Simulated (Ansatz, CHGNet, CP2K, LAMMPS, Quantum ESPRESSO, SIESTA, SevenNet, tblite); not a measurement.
**Zn2+ BF4- in dimethoxyethane and tetrahydrofuran at 400 K (85 atoms) in Quantum ESPRESSO**

Wanted: Quantum ESPRESSO inputs and outputs for Zn2+ BF4- in dimethoxyethane and tetrahydrofuran at 400 K (85 atoms), checked against a plane-wave reference.

Calculated with Quantum ESPRESSO 7.5; the method is named at each step.

## 1. The starting structure

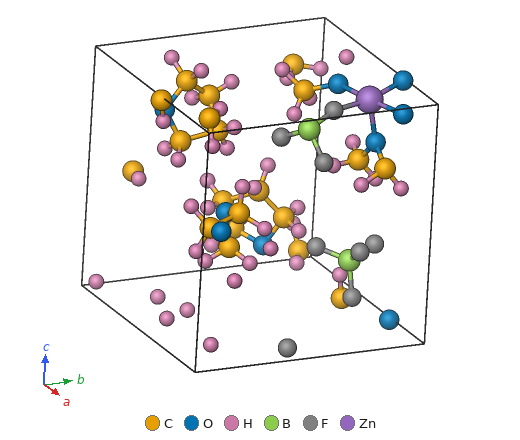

Start, viewed slightly off an axis; carbon orange, oxygen blue, hydrogen pink, boron green, fluorine grey, zinc purple. Bonds to atoms that aren't drawn are left out. Some periodic images of atoms are drawn too.

The cell holds 85 atoms: 20 C, 8 O, 46 H, 2 B, 8 F and 1 Zn. Cell: a = 9.806 Å, b = 9.806 Å, c = 9.806 Å, α = 90.0°, β = 90.0°, γ = 90.0°. 3 dimethoxyethane, 2 tetrahydrofuran, 1 Zn2+, 2 BF4- placed at random, at 1.15 g/cm³; overlaps pushed apart, then 10 ps at 550 K with stiff harmonic cages for PF6 and BF4 with UFF radii; divalent ions of Li, Roberts, Chakravorty and Merz (J. Chem. Theory Comput. 9, 2733 (2013)); MMFF94 bonds, angles, torsions, charges and radii (Halgren, J. Comput. Chem. 17, 490 (1996)) in harmonic and 12-6 forms; charges of ions scaled by 0.8. Snapshot after 30 ps at 400 K and fixed volume.

The yardstick, on the same geometry:

```
method                                           : Kohn-Sham DFT, PBE, PAW, plane waves (Ansatz 0.2.0); cutoff 420 eV, Γ point, fermi-dirac smearing of 0.05 eV; PAW set soft_2
r.m.s. force component                           : 1.049 eV/Å
longest force                                    : 4.128 eV/Å
pressure                                         : 5.547 GPa
gap (highest filled to lowest empty level) : 3.958 eV
SCF cycles                                       : 10
time                                             : 6.2 s on 4 threads of Arm Neoverse V2, shared host
CPU time                                         : 23 s
```

## 2. PBE, sssp-1.3.0-efficiency, 60/480 Ry

Method: Kohn-Sham DFT, PBE, SSSP efficiency 1.3.0 pseudopotentials, plane waves.

Contents of pw.in:

```
&control
  calculation = 'scf'
  pseudo_dir = './pseudo'
  outdir = './tmp'
  disk_io = 'none'
  tprnfor = .true.
  tstress = .true.
/
&system
  ibrav = 0
  nat = 85
  ntyp = 6
  ecutwfc = 60
  ecutrho = 480
  nosym = .true.
  occupations = 'smearing'
  smearing = 'fd'
  degauss = 0.003675
/
&electrons
  conv_thr = 4.3e-07
  electron_maxstep = 100
  mixing_beta = 0.4
  mixing_mode = 'plain'
  diagonalization = 'david'
/
ATOMIC_SPECIES
C 12.011 C.upf
O 15.999 O.upf
H 1.008 H.upf
B 10.810 B.upf
F 18.998 F.upf
Zn 65.380 Zn.upf
CELL_PARAMETERS angstrom
9.80591 0.00000 0.00000
0.00000 9.80591 0.00000
0.00000 0.00000 9.80591
ATOMIC_POSITIONS crystal
C 0.49430 0.67028 0.91503
O 0.58372 0.77174 0.96257
C 0.50089 0.88437 0.02352
C 0.57155 0.00591 0.98123
O 0.71746 0.98636 0.99960
C 0.78197 0.11199 0.96926
H 0.54233 0.60830 0.84135
H 0.42789 0.73004 0.85200
H 0.43436 0.60009 0.98857
H 0.39539 0.89933 0.99091
H 0.50995 0.86561 0.12651
H 0.54515 0.03307 0.88058
H 0.55318 0.09449 0.05131
H 0.83564 0.10418 0.87344
H 0.70382 0.19674 0.97063
H 0.85987 0.13501 0.04880
C 0.05630 0.91621 0.05673
O 0.96201 0.86849 0.96166
C 0.01264 0.86643 0.82422
C 0.90581 0.83142 0.71858
O 0.77047 0.85350 0.77736
C 0.67268 0.83325 0.67067
H 0.01421 0.90513 0.15628
H 0.07455 0.02425 0.03998
H 0.15344 0.85902 0.04729
H 0.04922 0.96868 0.80863
H 0.10066 0.79777 0.80806
H 0.92425 0.89683 0.63411
H 0.91493 0.72689 0.66609
H 0.69200 0.90287 0.58982
H 0.67722 0.72228 0.66129
H 0.57043 0.85800 0.70423
C 0.00455 0.19451 0.45575
O 0.90856 0.12672 0.53993
C 0.77652 0.14688 0.50542
C 0.73089 0.29282 0.53262
O 0.59376 0.30550 0.48507
C 0.59857 0.32633 0.33836
H 0.11215 0.16437 0.46741
H 0.99244 0.30386 0.47890
H 0.96863 0.16639 0.35109
H 0.74163 0.10843 0.39931
H 0.71331 0.09008 0.57943
H 0.73482 0.29877 0.64401
H 0.79899 0.37343 0.48300
H 0.50032 0.36132 0.30696
H 0.69313 0.37253 0.30074
H 0.59040 0.22951 0.28914
C 0.25766 0.61918 0.41488
C 0.15933 0.51635 0.34874
C 0.13136 0.58414 0.21783
O 0.25743 0.65288 0.18418
C 0.30067 0.71384 0.30822
H 0.21542 0.67540 0.50009
H 0.33328 0.55961 0.46302
H 0.06416 0.49271 0.40280
[... 25 atom lines left out ...]
F 0.82157 0.63559 0.95440
F 0.76755 0.43948 0.84640
F 0.95569 0.53552 0.79706
Zn 0.78137 0.81120 0.96366
K_POINTS gamma
```

On the command line:

```sh
OMP_NUM_THREADS=1 mpirun -np 2 pw.x -in pw.in > output.txt
```

Log:

```text
Program PWSCF
     gamma-point specific algorithms are used
     Parallelization info
     sticks:   dense  smooth     PW     G-vecs:    dense   smooth      PW
     Min        6558    3278    819               565086   199678   24970
     Max        6559    3279    822               565095   199681   24971
     Sum       13117    6557   1641              1130181   399359   49941
     bravais-lattice index     =            0
     lattice parameter (alat)  =      18.5305  a.u.
     unit-cell volume          =    6362.9764 (a.u.)^3
     number of atoms/cell      =           85
     number of atomic types    =            6
     number of electrons       =       256.00
     number of Kohn-Sham states=          154
     kinetic-energy cutoff     =      60.0000  Ry
     charge density cutoff     =     480.0000  Ry
     scf convergence threshold =      4.3E-07
     mixing beta               =       0.4000
     number of iterations used =            8  plain     mixing
     Exchange-correlation= SLA  PW   PBE  PBE
                           (   1   4   3   4   0   0   0)
     crystal axes: (cart. coord. in units of alat)
               a(1) = (   1.000000   0.000000   0.000000 )
               a(2) = (   0.000000   1.000000   0.000000 )
               a(3) = (   0.000000   0.000000   1.000000 )
     reciprocal axes: (cart. coord. in units 2 pi/alat)
               b(1) = (  1.000000  0.000000  0.000000 )
               b(2) = (  0.000000  1.000000  0.000000 )
               b(3) = (  0.000000  0.000000  1.000000 )
     PseudoPot. # 1 for C :
     Pseudo is Projector augmented-wave + core cor, Zval =  4.0
     PseudoPot. # 2 for O :
     Pseudo is Projector augmented-wave + core cor, Zval =  6.0
     PseudoPot. # 3 for H :
     Pseudo is Ultrasoft, Zval =  1.0
     PseudoPot. # 4 for B :
     Pseudo is Ultrasoft + core correction, Zval =  3.0
     PseudoPot. # 5 for F :
     Pseudo is Ultrasoft, Zval =  7.0
     PseudoPot. # 6 for Zn:
     Pseudo is Ultrasoft, Zval = 20.0
     atomic species   valence    mass     pseudopotential
     C                 4.00    12.01100     C ( 1.00)
     O                 6.00    15.99900     O ( 1.00)
     H                 1.00     1.00800     H ( 1.00)
     B                 3.00    10.81000     B ( 1.00)
     F                 7.00    18.99800     F ( 1.00)
     Zn               20.00    65.38000     Zn( 1.00)
     No symmetry found
   Cartesian axes
     number of k points=     1  Fermi-Dirac smearing, width (Ry)=  0.0037
                       cart. coord. in units 2pi/alat
        k(    1) = (   0.0000000   0.0000000   0.0000000), wk =   2.0000000
     Dense  grid:   565091 G-vectors     FFT dimensions: ( 135, 135, 135)
     Smooth grid:   199680 G-vectors     FFT dimensions: (  96,  96,  96)
     Check: negative core charge=   -0.000001
     Initial potential from superposition of free atoms
     starting charge     255.9980, renormalised to     256.0000
     Starting wfcs are  211 randomized atomic wfcs
     Self-consistent Calculation
     iteration #  1     ecut=    60.00 Ry     beta= 0.40
     total energy              =   -1619.39461708 Ry
     estimated scf accuracy    <       7.81036644 Ry
     iteration #  2     ecut=    60.00 Ry     beta= 0.40
     total energy              =   -1619.96522771 Ry
     estimated scf accuracy    <       0.99749231 Ry
     iteration #  3     ecut=    60.00 Ry     beta= 0.40
     total energy              =   -1619.97678160 Ry
     estimated scf accuracy    <       0.18402825 Ry
     iteration #  4     ecut=    60.00 Ry     beta= 0.40
     total energy              =   -1619.98576393 Ry
     estimated scf accuracy    <       0.00993218 Ry
     iteration #  5     ecut=    60.00 Ry     beta= 0.40
     c_bands:  1 eigenvalues not converged
     total energy              =   -1619.98714358 Ry
     estimated scf accuracy    <       0.00102510 Ry
     iteration #  6     ecut=    60.00 Ry     beta= 0.40
     total energy              =   -1619.98732285 Ry
     estimated scf accuracy    <       0.00011318 Ry
     iteration #  7     ecut=    60.00 Ry     beta= 0.40
     total energy              =   -1619.98733698 Ry
     estimated scf accuracy    <       0.00001441 Ry
     iteration #  8     ecut=    60.00 Ry     beta= 0.40
     total energy              =   -1619.98733901 Ry
     estimated scf accuracy    <       0.00000308 Ry
     iteration #  9     ecut=    60.00 Ry     beta= 0.40
     End of self-consistent calculation
          k = 0.0000 0.0000 0.0000 ( 24971 PWs)   bands (ev):
  -123.9680 -78.2572 -78.2063 -78.1847 -25.5724 -25.3772 -24.5058 -24.1341
   -23.8981 -23.3971 -23.0864 -22.9554 -22.8054 -22.7620 -22.2956 -22.0690
   -21.6393 -21.5025 -20.9962 -20.6325 -15.5957 -15.2757 -14.9170 -14.6109
   -13.7987 -13.6639 -13.4363 -13.2184 -12.8585 -12.7841 -12.5670 -12.5271
   -11.4098 -11.2497 -11.0977 -10.2024 -10.0552  -9.8508  -9.6245  -9.5831
    -9.5617  -9.4529  -9.1923  -8.8962  -8.7900  -8.5648  -8.4325  -8.1486
    -7.9134  -7.9014  -7.8105  -7.6719  -7.5728  -7.5416  -7.5318  -7.4787
    -7.3593  -7.3391  -7.2694  -7.1884  -7.0777  -7.0168  -6.9389  -6.8673
    -6.8456  -6.7784  -6.5831  -6.4570  -6.1558  -6.1073  -6.0689  -6.0030
    -5.9413  -5.9007  -5.7736  -5.7211  -5.6383  -5.5191  -5.4307  -5.2792
    -5.2176  -5.1726  -5.0866  -5.0323  -4.9952  -4.8689  -4.8188  -4.7826
    -4.7137  -4.6674  -4.5628  -4.5376  -4.4595  -4.4104  -4.3226  -4.2678
    -4.1481  -4.1035  -4.0853  -3.9807  -3.9123  -3.8318  -3.7715  -3.7139
    -3.6024  -3.4824  -3.2698  -3.2239  -3.1860  -3.1056  -2.9974  -2.7999
    -2.7568  -2.7109  -2.7089  -2.6387  -2.6163  -2.5525  -2.4481  -2.3545
    -2.2558  -2.2023  -1.9070  -1.7378  -1.5076  -0.9760  -0.8400  -0.3536
     3.5995   3.8823   4.2649   4.4052   4.6788   4.7839   4.8699   4.9833
     5.2040   5.2747   5.3742   5.5767   5.6935   5.7410   5.7937   5.8385
     6.0221   6.0919   6.3105   6.4739   6.5544   6.6438   6.7084   6.7640
     7.0020   7.0613
     the Fermi energy is     1.3724 ev
!    total energy              =   -1619.98733947 Ry
     estimated scf accuracy    <       0.00000014 Ry
     smearing contrib. (-TS)   =      -0.00000000 Ry
     internal energy E=F+TS    =   -1619.98733947 Ry
     The total energy is F=E-TS. E is the sum of the following terms:
     one-electron contribution =   -2280.99717294 Ry
     hartree contribution      =    1222.70192111 Ry
     xc contribution           =    -309.74300818 Ry
     ewald contribution        =     -52.59756869 Ry
     one-center paw contrib.   =    -199.35151076 Ry
     convergence has been achieved in   9 iterations
     Forces acting on atoms (cartesian axes, Ry/au):
     atom    1 type  1   force =    -0.05893640   -0.03543259    0.00028470
     atom    2 type  2   force =    -0.11027766    0.00855808    0.03649314
     atom    3 type  1   force =     0.02946769   -0.03627283   -0.04498383
     atom    4 type  1   force =     0.05252181    0.07551542    0.08075165
     atom    5 type  2   force =    -0.07282902    0.10917827    0.01934660
     atom    6 type  1   force =     0.01865495    0.05329373    0.03580237
     atom    7 type  3   force =     0.04874302   -0.04175315   -0.02218266
     atom    8 type  3   force =    -0.05829691   -0.00294087   -0.01640551
     atom    9 type  3   force =     0.03959079    0.05470411   -0.01475761
     atom   10 type  3   force =    -0.00929199   -0.03451858   -0.00970883
     atom   11 type  3   force =    -0.00894490   -0.00849490    0.10101077
     atom   12 type  3   force =    -0.00118641    0.01999683   -0.06051882
[...]
atom   81 type  5   force =     0.02624803   -0.01872147    0.00800935
     atom   82 type  5   force =     0.03768396   -0.14705487    0.00603788
     atom   83 type  5   force =    -0.03300101   -0.04250825    0.03536279
     atom   84 type  5   force =     0.08380168   -0.00046433    0.01654879
     atom   85 type  6   force =    -0.05510706    0.02027619   -0.03055051
     Total force =     0.653953     Total SCF correction =     0.001024
     Computing stress (Cartesian axis) and pressure
          total   stress  (Ry/bohr**3)                   (kbar)     P=       56.56
   0.00026239  -0.00000594   0.00000532           38.60       -0.87        0.78
  -0.00000594   0.00043335  -0.00005006           -0.87       63.75       -7.36
   0.00000532  -0.00005006   0.00045766            0.78       -7.36       67.32
     Message from routine punch:
     Nothing written, as per user request (disk_io='none')
```

Wall time 92 s (2 MPI ranks of Arm Neoverse V2, shared host); peak memory 2.3 GiB.

Banners, paths, timers and routine set-up lines are dropped from the logs unmarked, and long logs keep their key lines alone; longer cuts are marked.

Numbers from this run, and their distance from the reference:

| Property | Result |
| --- | --- |
| r.m.s. force component | 1.053 eV/Å |
| r.m.s. difference of force components | 23.57 meV/Å |
| longest difference of force vectors | 133.9 meV/Å |
| force difference over r.m.s. force | 2.246 % |
| slope of forces against the reference's | 1.003 |
| correlation of force components | 0.9998 |
| gap (highest filled to lowest empty level) | 3.953 eV |
| gap difference | -0.0049 eV |
| pressure | 5.656 GPa |
| pressure difference | 0.1084 GPa |

Length of the force difference by element (eV/Å):

| element | atoms | mean | most |
| --- | --- | --- | --- |
| B | 2 | 0.071 | 0.073 |
| C | 20 | 0.043 | 0.068 |
| F | 8 | 0.085 | 0.13 |
| H | 46 | 0.010 | 0.015 |
| O | 8 | 0.036 | 0.067 |
| Zn | 1 | 0.018 | 0.018 |

Levels nearest the highest filled one (eV from it): -2.26, -2.20, -2.09, -2.00, -1.90, -1.85, -1.55, -1.38, -1.15, -0.62, -0.49, 0.00, 3.95, 4.24, 4.62, 4.76, 5.03, 5.14, 5.22, 5.34, 5.56, 5.63, 5.73, 5.93.

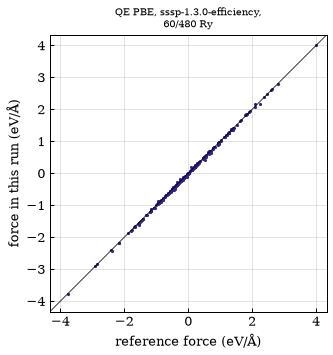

Force components against those of the reference; the line marks equality.

The surroundings of F76, which bears the longest force, nearest first, numbered as they follow in the input and with coordinates relative to it.

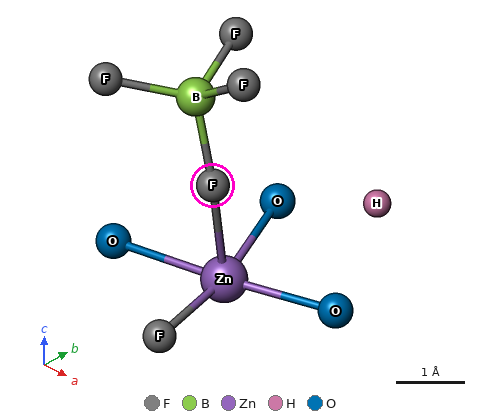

The atoms of the table, within 2.7 Å (arrows a, b, c point along x, y, z); some may hide others; the central atom is ringed.

| atom | x | y | z | distance (Å) | bonds | Fx | Fy | Fz (eV/Å) |
| --- | --- | --- | --- | --- | --- | --- | --- | --- |
| F76 | 0.00 | 0.00 | 0.00 | 0.00 | 2 | 0.23 | -0.94 | 4.01 |
| B75 | -0.32 | -0.04 | 1.40 | 1.44 | 4 | 1.05 | 0.67 | 2.17 |
| Zn85 | -0.08 | 0.31 | -1.77 | 1.80 | 6 | -1.42 | 0.52 | -0.79 |
| F77 | -0.79 | 1.25 | 1.74 | 2.29 | 1 | -0.52 | -0.26 | -0.37 |
| F82 | 0.32 | -1.41 | -1.87 | 2.36 | 2 | 0.97 | -3.78 | 0.16 |
| F79 | -1.19 | -1.05 | 1.76 | 2.37 | 1 | -0.51 | -0.13 | -0.61 |
| F78 | 0.88 | -0.23 | 2.20 | 2.38 | 1 | -0.19 | 0.00 | -0.88 |
| H23 | 2.20 | 1.23 | 0.11 | 2.53 | 1 | -0.41 | -0.34 | 0.94 |
| O5 | -0.71 | 2.03 | -1.42 | 2.58 | 3 | -1.87 | 2.81 | 0.50 |
| O18 | 1.69 | 0.87 | -1.79 | 2.62 | 3 | 1.84 | -0.45 | -1.20 |
| O2 | -2.02 | -0.08 | -1.79 | 2.70 | 3 | -2.84 | 0.22 | 0.94 |

Forces lie 2.2 % from the reference's, at 7.9 times its CPU time (on 2 against 4 cores).

## 3. Outcome

```json
{"force difference from the reference": "QE PBE, sssp-1.3.0-efficiency, 60/480 Ry, 2.2 %", "its CPU time": "3.1 min"}
```

**Reading.** PBE on plane waves or a grid with other potentials, cutoffs or grids differs from the reference by 2.2 % (QE PBE, sssp-1.3.0-efficiency, 60/480 Ry) of the r.m.s. force; this holds the reference's own error, so differences of a few per cent don't tell which side is nearer the exact PBE result (QE's 60 Ry are 816 eV, against the reference's 420 eV). PBE gaps agree with the reference's 3.96 eV within 0.005 eV. The potentials hold different valence shells: 248 electrons in the reference, 256 in Quantum ESPRESSO with SSSP; this bears on time and differences. The network of contacts between molecules at the start is that of the classical potential that made the cell, and needn't be the one that DFT or experiment would give. The reference's PBE has no dispersion term, which matters for the binding between molecules or layers. The density was typed from a rule of thumb and may lie off the real one at this temperature. The electronic-structure runs sample only Γ, in a cell whose shortest periodic width is 10 Å.

[Also dropped from logs without a mark: logging warnings of Python, and SIESTA's first energy breakdown and zero terms.]

[Logs are printed without paths, hosts, clocks, repeated set-up lines and the standing remarks that a program may print on its own settings, such as how far it seeks lower states.]

[Hosts, paths, dates, database ids (printed as entryN), source tags and the programs' standing remarks are cut or masked in the printed files.]

[The MMFF94 radii named for the starting cell were scaled by 0.96; in molecules described by MMFF94, hydrogen bound to N, O or S took a small fixed 12-6 site in their place.]
